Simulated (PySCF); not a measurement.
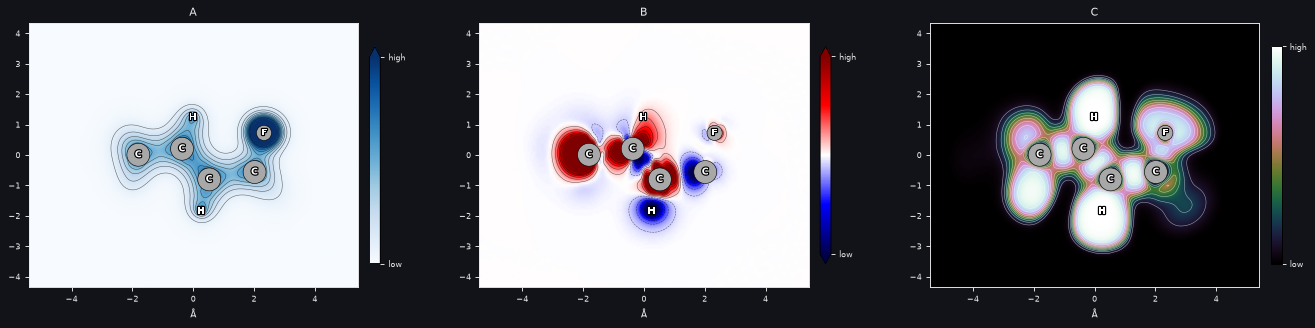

C₅H₈BF₃ (SMILES CBC[CH+][CH]C(F)(F)F) (charge +1, doublet): 3 fields on the plane of atoms C4, C5 and H17, with unlabelled colour scales. Grey discs cover the atomic cores.

Geometry: GFN2-xTB.

Theory: UKS B3LYP, pcH-1 on B C F H, non-relativistic, mean-field spin-orbit, GIAO in PySCF 2.14.0, density-fitted response routines.

> Match the panels to the quantities (electron density, electron localisation function and spin density).

Panel A: electron density. Panel B: spin density (confined to the atoms that carry the unpaired spin). Panel C: electron localisation function. From the grid: C–F (1.33 Å): the density is about 2.3 e/Å³ at the midpoint, with its minimum of 1.9 e/Å³ about 0.5 Å from C; the ELF peaks at about 0.85 between the atoms: a shared but strongly polarised pair. C–C (1.35 Å): ρ at the midpoint is about 2.3 e/Å³; the ELF peaks at about 0.95 between the atoms; localised, covalent bonding.
